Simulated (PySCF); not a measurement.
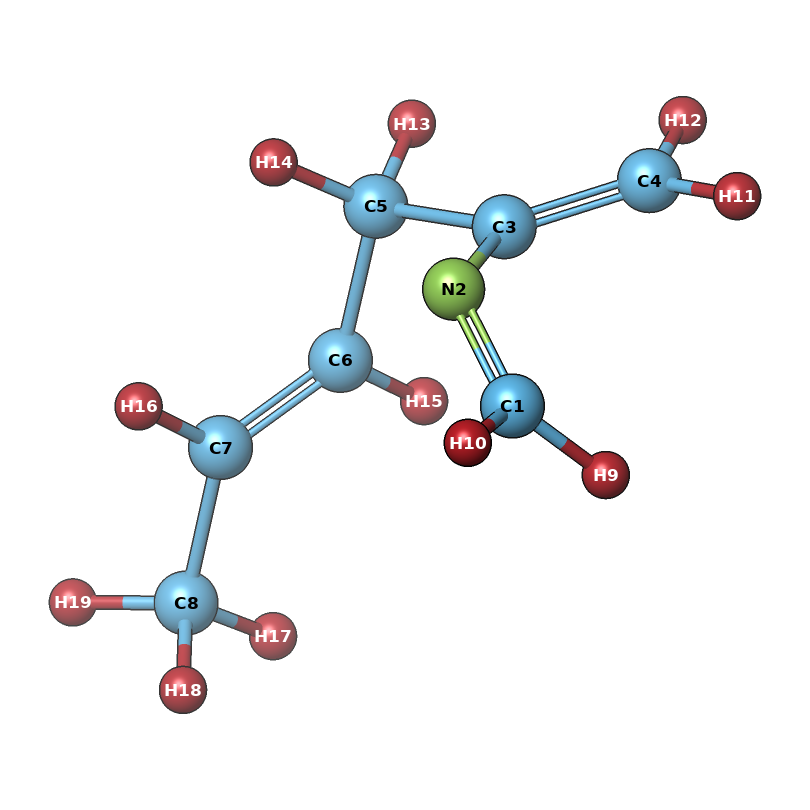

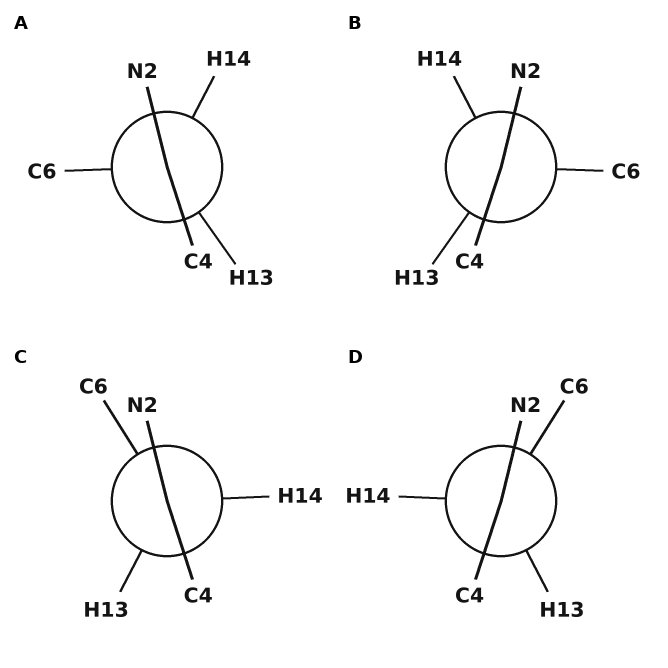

Atoms fade into the background with distance from the viewer. Bonds that would overlap in a projection are set slightly apart. Geometry: an end point of a reaction path computed with GFN2-xTB.

> Which Newman projection shows the view along C3–C5, with C3 in front?

A. The torsion angle N2–C3–C5–C6 is −78°, synclinal (gauche).
